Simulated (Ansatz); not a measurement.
# AlH5OSSi: the cost of one run

Method: RKS B3LYP/def2-SVP, in Ansatz 0.2.0.

**1. Starting point**

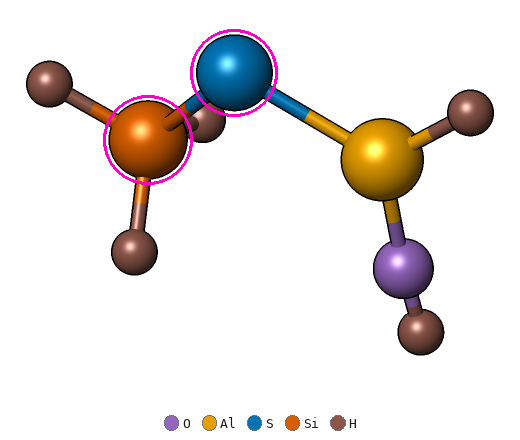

Start, viewed from a chosen angle; oxygen purple, aluminium amber, sulfur blue, silicon orange, hydrogen brown. Ringed: S3, Si4.

Coordinates:

```xyz
9

O    -0.2582    1.4623   -1.4877
Al    0.7810    1.5203   -0.2201
S     1.2090   -0.1493    1.1426
Si   -0.3694   -1.5590    0.7316
H    -0.8251    1.4994   -2.2457
H     1.5037    2.8189    0.0693
H    -0.3611   -1.9477   -0.6770
H    -0.0180   -2.6706    1.6017
H    -1.6619   -0.9743    1.0855
```

**2. Relaxing end A**

input.yaml reads:

```yaml
crystal:
  periodic: [false, false, false]
  atoms:
    - { symbol: O, position_ang: [-0.25824, 1.46225, -1.48774] }
    - { symbol: Al, position_ang: [0.781, 1.52034, -0.22008] }
    - { symbol: S, position_ang: [1.20902, -0.14932, 1.14256] }
    - { symbol: Si, position_ang: [-0.36939, -1.55897, 0.73164] }
    - { symbol: H, position_ang: [-0.82507, 1.49939, -2.24572] }
    - { symbol: H, position_ang: [1.50368, 2.81893, 0.06926] }
    - { symbol: H, position_ang: [-0.36113, -1.9477, -0.67703] }
    - { symbol: H, position_ang: [-0.01795, -2.67063, 1.60166] }
    - { symbol: H, position_ang: [-1.66194, -0.97428, 1.08545] }
basis:
  gaussian: { orbitals: def2-SVP }
hamiltonian:
  xc: b3lyp
relax:
  f_tol: 0.015
  max_steps: 40
```

The run is started by

```console
$ ansatz run input.yaml --threads 2 --pin off --max-ram 3072MiB --backend cpu --events-out ev --progress --plain --runs-dir out
```

**Question.** How long does this run take on 2 threads of Arm Neoverse V1, shared host, and how much memory does it need?

About 41 s, with a peak of 0.19 GiB.
